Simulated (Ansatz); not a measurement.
```yaml
atoms:
  - { symbol: C, position_ang: [-0.1592, -0.1786, -0.1664] }
  - { symbol: C, position_ang: [0.7101, -1.3032, 0.3849] }
  - { symbol: Ge, position_ang: [1.9310, -0.7609, 1.7566] }
  - { symbol: O, position_ang: [2.4211, -2.0828, 2.7728] }
  - { symbol: O, position_ang: [0.6468, 0.0682, 3.1055] }
  - { symbol: H, position_ang: [-0.8037, 0.2608, 0.6088] }
  - { symbol: H, position_ang: [-0.8179, -0.5723, -0.9534] }
  - { symbol: H, position_ang: [0.4379, 0.6276, -0.6184] }
  - { symbol: H, position_ang: [0.1189, -2.1267, 0.8184] }
  - { symbol: H, position_ang: [1.3395, -1.7575, -0.4002] }
  - { symbol: H, position_ang: [2.9066, 0.4148, 1.6755] }
  - { symbol: H, position_ang: [3.2481, -2.0055, 3.2664] }
  - { symbol: H, position_ang: [0.6721, 0.9927, 3.3989] }
  - { symbol: H, position_ang: [0.3767, -0.4952, 3.8503] }
```

Geometry: PBE0-D3(BJ)/def2-SVP.

Computed with Ansatz, isolated molecule in a Gaussian basis; Kohn-Sham density functional theory, functional PBE0.

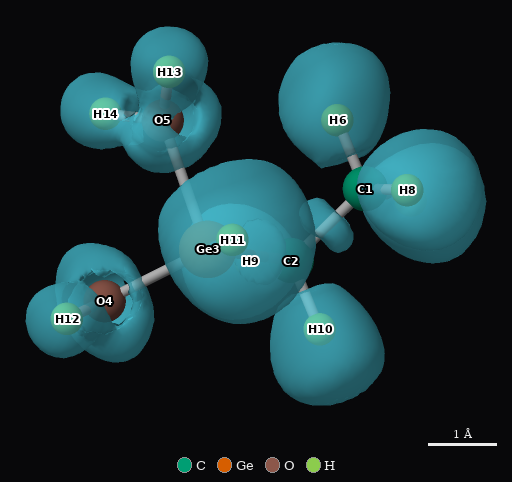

C$_{2}$H$_{9}$GeO$_{2}$ (charge +1). Isosurface of the electron localisation function at 0.8 (cyan), seen at a tilt. Core shells and regions of very low density are left out.

Q: Identify the bonds, lone pairs and shells in this picture.

A: The surface consists of one region between bonded C–C atoms (shared pairs), one region between bonded C–Ge atoms (shared pairs), six regions around hydrogen nuclei and two joined regions spread over several atoms (H, O), in which their bonds and any lone pairs are merged. Along the contacts the grid gives the following. C–C (1.52 Å): the ELF peaks at about 0.95 between the atoms, as expected for a covalent bond. Ge–O (1.74 Å): the ELF peaks at about 0.85 in the valence shell of O, 0.5 Å from its nucleus, and is about 0.35 at the midpoint.
